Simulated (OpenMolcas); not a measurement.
# SiH2OF2 (SMILES O[SiH](F)F), step by step, part 3 of 3

OpenMolcas 26.06. Earlier steps stand in the parts before.

## (6) The energy along one coordinate at MC-PDFT[tPBE](2,2)/ANO-RCC-VDZP (DKH2) (run 5)

File step5.inp:

```
>>> COPY $CurrDir/step2.RasOrb $Project.RasOrb
>>> ForEach K in (1, 2, 3, 4, 5, 6, 7, 8, 9)

&GATEWAY
 Coord
 $CurrDir/point$K.xyz
 Basis
 ANO-RCC-VDZP
 Group
 NoSym

&SEWARD

&RASSCF
 FileOrb
 $Project.RasOrb
 Spin
 1
 Nactel
 2 0 0
 Inactive
 20
 Ras2
 2
 OrbListing
 Nothing

&MCPDFT
 KSDFT
 T:PBE
>>> EndDo
```

Launch:

```sh
export MOLCAS_MEM=1860
pymolcas step5.inp > step5.log
```

The program printed:

```text
--- Start Module: gateway ---

                                              &GATEWAY

                       available to each process: 1.9 GB of memory, 1 thread

++    Symmetry information:
      ---------------------

                    Character Table for C1

                             E
                    a        1  x, y, xy, Rz, z, xz, Ry, yz, Rx, I
--

++    Basis set information:
      ----------------------

      Basis set label: O.ANO-RCC...3S2P1D.

      Electronic valence basis set:
      ------------------
      Associated Effective Charge   8.000000 au
      Associated Actual Charge      8.000000 au
      Nuclear Model: Point charge

      Shell  nPrim  nBasis  Cartesian Spherical Contaminant
         s      14       3        X
         p       9       2        X
         d       4       1                 X

      Basis set label: SI.ANO-RCC...4S3P1D.

      Electronic valence basis set:
      ------------------
      Associated Effective Charge  14.000000 au
      Associated Actual Charge     14.000000 au
      Nuclear Model: Point charge

      Shell  nPrim  nBasis  Cartesian Spherical Contaminant
         s      17       4        X
         p      12       3        X
         d       5       1                 X

      Basis set label: F.ANO-RCC...3S2P1D.

      Electronic valence basis set:
      ------------------
      Associated Effective Charge   9.000000 au
      Associated Actual Charge      9.000000 au
      Nuclear Model: Point charge

      Shell  nPrim  nBasis  Cartesian Spherical Contaminant
         s      14       3        X
         p       9       2        X
         d       4       1                 X

      Basis set label: H.ANO-RCC...2S1P.

      Electronic valence basis set:
      ------------------
      Associated Effective Charge   1.000000 au
      Associated Actual Charge      1.000000 au
      Nuclear Model: Point charge

      Shell  nPrim  nBasis  Cartesian Spherical Contaminant
         s       8       2        X
         p       4       1        X
--

++    Molecular structure info:
      -------------------------

                    ************************************************
                    **** Cartesian Coordinates / bohr, angstrom ****
                    ************************************************

     Center  Label                x              y              z                     x              y              z
        1      O1              -0.043551       2.158882      -1.205815             -0.023046       1.142431      -0.638090
        2      SI2              0.133517      -0.437791       0.384578              0.070654      -0.231669       0.203510
        3      F3               1.287006      -2.646692      -1.273845              0.681054      -1.400569      -0.674090
        4      F4              -2.581831      -1.389268       1.210200             -1.366246      -0.735169       0.640410
        5      H5              -0.902155       2.235546      -2.587980             -0.477400       1.183000      -1.369500
        6      H6               1.707092       0.001381       2.613888              0.903354       0.000731       1.383210

                    ***************************************
                    *    InterNuclear Distances / bohr    *
                    ***************************************

               1 O1            2 SI2           3 F3            4 F4            5 H5            6 H6
    1 O1       0.000000
    2 SI2      3.050150        0.000000
    3 F3       4.986837        2.993351        0.000000
    4 F4       4.986919        2.993338        4.766496        0.000000
    5 H5       1.628944        4.129824        5.509594        5.512418        0.000000
    6 H6       4.723313        2.763844        4.722630        4.722193        6.233706        0.000000

                    *******************************************
                    *    InterNuclear Distances / angstrom    *
                    *******************************************

               1 O1            2 SI2           3 F3            4 F4            5 H5            6 H6
    1 O1       0.000000
    2 SI2      1.614070        0.000000
    3 F3       2.638921        1.584013        0.000000
    4 F4       2.638964        1.584006        2.522321        0.000000
    5 H5       0.862000        2.185409        2.915551        2.917046        0.000000
    6 H6       2.499470        1.462563        2.499108        2.498877        3.298735        0.000000

                    **************************************
                    *    Valence Bond Angles / degree    *
                    **************************************
                          Atom centers                 Phi
                      3 F3       2 SI2      4 F4       105.53
                      3 F3       2 SI2      6 H6       110.17
                      4 F4       2 SI2      6 H6       110.15
--

            Nuclear Potential Energy            189.07416866 au

--- Stop Module: gateway /rc=_RC_ALL_IS_WELL_ ---

--- Start Module: seward ---

                                              &SEWARD

                       available to each process: 1.9 GB of memory, 1 thread

[... 131 lines left out ...]
      Convergence after 13 iterations
[... 12 lines left out ...]
      conf/sym  11     Coeff  Weight
[... 14 lines left out ...]
      RASSCF energy for state  1                   -564.96852716
[... 42 lines left out ...]
      Dipole Moment (debye):
[... 112 lines left out ...]
      Wave function energy weight                0.00
[... 252 lines left out ...]
      Nuclear repulsion energy =  188.41569205
[... 89 lines left out ...]
      printout of CI-coefficients larger than  0.05 for root  1
[... 9 lines left out ...]
      *                                                    Final results                                                     *
[... 19 lines left out ...]
::    RASSCF root number  1 Total energy:   -564.98101090
[... 86 lines left out ...]
      Spin density orbitals for root   1 are written to the SPDORB.1 file
[... 117 lines left out ...]
      Total MCPDFT energy for state   1                                  -566.29200096
[... 269 lines left out ...]
      Convergence after 13 iterations
[... 12 lines left out ...]
      conf/sym  11     Coeff  Weight
[... 14 lines left out ...]
      RASSCF energy for state  1                   -564.97441853
[... 42 lines left out ...]
      Dipole Moment (debye):
[... 112 lines left out ...]
      Wave function energy weight                0.00
[... 252 lines left out ...]
      Nuclear repulsion energy =  187.13381359
[... 89 lines left out ...]
      printout of CI-coefficients larger than  0.05 for root  1
[... 9 lines left out ...]
      *                                                    Final results                                                     *
[... 19 lines left out ...]
::    RASSCF root number  1 Total energy:   -564.94879007
[... 86 lines left out ...]
      Spin density orbitals for root   1 are written to the SPDORB.1 file
[... 117 lines left out ...]
      Total MCPDFT energy for state   1                                  -566.26102218
[... 269 lines left out ...]
      Convergence after 13 iterations
[... 12 lines left out ...]
      conf/sym  11     Coeff  Weight
[... 14 lines left out ...]
      RASSCF energy for state  1                   -564.90769885
[... 42 lines left out ...]
      Dipole Moment (debye):
[... 112 lines left out ...]
      Wave function energy weight                0.00
[... 252 lines left out ...]
      Nuclear repulsion energy =  185.55857017
[... 89 lines left out ...]
      printout of CI-coefficients larger than  0.05 for root  1
[... 9 lines left out ...]
      *                                                    Final results                                                     *
[... 19 lines left out ...]
::    RASSCF root number  1 Total energy:   -564.86328188
[... 86 lines left out ...]
      Spin density orbitals for root   1 are written to the SPDORB.1 file
[... 117 lines left out ...]
      Total MCPDFT energy for state   1                                  -566.16824860
[... 269 lines left out ...]
      Convergence after 16 iterations
[... 12 lines left out ...]
      conf/sym  11     Coeff  Weight
[... 14 lines left out ...]
      RASSCF energy for state  1                   -564.82948579
[... 42 lines left out ...]
      Dipole Moment (debye):
[... 112 lines left out ...]
      Wave function energy weight                0.00
[... 252 lines left out ...]
      Nuclear repulsion energy =  183.97714949
[... 89 lines left out ...]
      printout of CI-coefficients larger than  0.05 for root  1
[... 9 lines left out ...]
      *                                                    Final results                                                     *
[... 19 lines left out ...]
::    RASSCF root number  1 Total energy:   -564.81083460
[... 86 lines left out ...]
      Spin density orbitals for root   1 are written to the SPDORB.1 file
[... 117 lines left out ...]
      Total MCPDFT energy for state   1                                  -566.09133143
[... 269 lines left out ...]
      Convergence after 10 iterations
[... 12 lines left out ...]
      conf/sym  11     Coeff  Weight
[... 14 lines left out ...]
      RASSCF energy for state  1                   -564.80455135
[... 42 lines left out ...]
      Dipole Moment (debye):
[... 20 lines left out ...]
      LoProp Charges per center

                   O1       SI2      F3       F4       H5       H6
      Nuclear      8.0000  14.0000   9.0000   9.0000   1.0000   1.0000
      Electronic  -8.4454 -12.3602  -9.5312  -9.5312  -0.9925  -1.1395

      Total       -0.4454   1.6398  -0.5312  -0.5312   0.0075  -0.1395
--

      Natural Bond Order analysis for root number:  1

++    Natural Bond Order analysis
      ---------------------------
      Based on LoProp computed density
      -------------------------------------------------------------------------------------
      Atom A       Atom B       Bond Order
        SI2          H6             0.811
      -------------------------------------------------------------------------------------
      NBO located      1.621 electrons involved in    1 bonds.
      NBO located      0.999 non-bonded electrons on atom O1
      NBO located      0.960 non-bonded electrons on atom SI2
      NBO located      1.000 non-bonded electrons on atom SI2
      NBO located      0.997 non-bonded electrons on atom SI2
      NBO located      0.998 non-bonded electrons on atom SI2
      NBO located      0.997 non-bonded electrons on atom SI2
      NBO located      1.000 non-bonded electrons on atom F3
      NBO located      1.000 non-bonded electrons on atom F4
      NBO located      1.018 non-bonded electrons on atom F4
      NBO located      1.005 non-bonded electrons on atom F4
      The remaining   10.622 electrons are to be considered as diffuse
--

--

      Average orbitals are written to the RASORB file
      Natural orbitals for root   1 are written to the RASORB.1 file
      Spin density orbitals for root   1 are written to the SPDORB.1 file

--- Stop Module: rasscf /rc=_RC_ALL_IS_WELL_ ---
--- Module rasscf spent 1 second ---

--- Start Module: mcpdft ---

                                              &MCPDFT

                       available to each process: 1.9 GB of memory, 1 thread

 ###############################################################################
 ###    WARNING: Deprecation warning: KSDF should be replaced                ###
 ###    with FUNC keyword                                                    ###
 ###############################################################################

++    Wave function specifications:
      -----------------------------

      Number of closed shell electrons          40
      Number of electrons in active shells       2
      Max number of holes in RAS1 space          0
      Max nr of electrons in RAS3 space          0
      Number of inactive orbitals               20
      Number of active orbitals                  2
      Number of secondary orbitals              48
      Spin quantum number                      0.0
      State symmetry                             1
      Number of CSFs                             3
      Number of RASSCF root(s) available         1
--

++    Orbital specifications:
      -----------------------

      Symmetry species                           1
                                                 a
      Frozen orbitals                            0
      Inactive orbitals                         20
      Active orbitals                            2
      RAS1 orbitals                              0
      RAS2 orbitals                              2
      RAS3 orbitals                              0
      Secondary orbitals                        48
      Deleted orbitals                           0
      Number of basis functions                 70
--

++    MCPDFT specifications:
      ----------------------

      Cholesky decomposition                     Off
      Type of calculation                        MC-PDFT
      On-Top Functional                          T:PBE
      Exchange scaling factor                    1.00
      Correlation scaling factor                 1.00
      Wave function energy weight                0.00
--

      Numerical integration parameters
      --------------------------------
      Radial quadrature type:                         MHL
      Size of radial grid:                            75
      Lebedev angular grid:                           29
      Angular grid pruned with the crowding factor:  3.00E+00
                                 and fading factor:  6.00E+00
      Screening threshold for integral computation:   1.00E-11
      Radial quadrature accuracy:                     1.00E-25
      Maximum batch size:                             128
      AO values are stored on disk

++    DFT functional specifications:
      ------------------------------
      Using Libxc version: 6.2.2
      Please cite the following reference:
      S. Lehtola, C. Steigemann, M. J.T. Oliveira, and M. A.L. Marques.,  SoftwareX 7, 1–5 (2018) doi:10.1016/j.softx.2017.11.002

      * Perdew, Burke & Ernzerhof
        - J. P. Perdew, K. Burke, and M. Ernzerhof.,  Phys. Rev. Lett. 77, 3865 (1996) doi:10.1103/PhysRevLett.77.3865
        - J. P. Perdew, K. Burke, and M. Ernzerhof.,  Phys. Rev. Lett. 78, 1396 (1997) doi:10.1103/PhysRevLett.78.1396
      * Perdew, Burke & Ernzerhof
        - J. P. Perdew, K. Burke, and M. Ernzerhof.,  Phys. Rev. Lett. 77, 3865 (1996) doi:10.1103/PhysRevLett.77.3865
        - J. P. Perdew, K. Burke, and M. Ernzerhof.,  Phys. Rev. Lett. 78, 1396 (1997) doi:10.1103/PhysRevLett.78.1396
--
   File JOBOLD not found -- use JOBIPH.
      The MO-coefficients are taken from the file:
      JOBIPH
 Reference MC-SCF energies taken from JOBIPH

++    MC-PDFT RESULTS, STATE 0001
      ---------------------------

      MCSCF reference energy                                             -564.80455135

      Integrated total density:                                                 42.000
      Integrated alpha density before functional transformation:                21.000
      Integrated  beta density before functional transformation:                21.000
      Integrated alpha density  after functional transformation:                21.972
      Integrated  beta density  after functional transformation:                20.028
      Integrated alpha tau     before functional transformation:                 0.000
      Integrated  beta tau     before functional transformation:                 0.000
      Integrated alpha tau      after functional transformation:                 0.000
      Integrated  beta tau      after functional transformation:                 0.000
      NOTE:
      Densities after transformation are intermediate quantities
      and should not be interpreted as real spin densities

      Exchange energy scaling factor                                          1.000000
      Correlation energy scaling factor                                       1.000000

      Integrated alpha exchange energy                                      -25.259252
      Integrated beta  exchange energy                                      -24.287308
      Integrated  correlation   energy                                       -1.443160

      Nuclear Repulsion energy                                            183.04557503
      CASSCF contribution energy                                         -515.08975183
      On-top energy                                                       -50.98971950

      Total MCPDFT energy for state   1                                  -566.07947132
--

::    MCPDFT root number  1 Total energy:   -566.07947132

--- Stop Module: mcpdft /rc=_RC_ALL_IS_WELL_ ---

>>> END FOREACH

.##################.
.# Happy landing! #.
.##################.

    Timing: Wall=64.05 User=55.74 System=8.17
```

Wall time 65 s (1 thread of Intel Xeon 6975P-C (Granite Rapids), shared host); peak memory 0.43 GiB.

The scan, from its lowest point:

```tsv
H5–O1 (Å)	energy (kJ/mol)
0.862	36.1
0.958	0.0
1.054	15.0
1.198	81.3
1.389	193.1
1.629	324.9
1.917	444.5
2.300	526.9
2.875	558.0
```

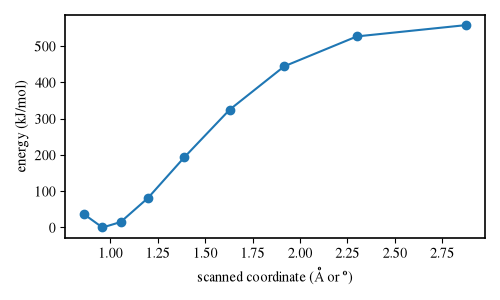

Energy along the scan.

## (7) Outcome

This closing draws on all 3 parts.

| quantity | value |
| --- | --- |
| run 1, HF/ANO-RCC-MB: total energy | -564.56628 Eh |
| run 1, HF/ANO-RCC-MB: dipole moment | 1.01 D |
| run 1, HF/ANO-RCC-MB: HOMO energy | -15.18 eV |
| run 1, HF/ANO-RCC-MB: LUMO energy | 6.89 eV |
| run 1, HF/ANO-RCC-MB: HOMO–LUMO gap | 22.08 eV |
| run 2, CASSCF(2,2)/ANO-RCC-VDZP: total energy | -564.98101 Eh |
| run 2, CASSCF(2,2)/ANO-RCC-VDZP: dipole moment (CASSCF density) | 1.19 D |
| run 3, CASPT2(2,2)/ANO-RCC-VDZP: lowest energy of the scan | -565.63455 Eh |
| run 4, SC-NEVPT2(2,2)/ANO-RCC-VDZP: lowest energy of the scan | -565.63470 Eh |
| run 5, MC-PDFT[tPBE](2,2)/ANO-RCC-VDZP: lowest energy of the scan | -566.29200 Eh |

In words: Mulliken charges (run 2, CASSCF(2,2)/ANO-RCC-VDZP) run from -0.49 on F3 to +1.51 on Si2.
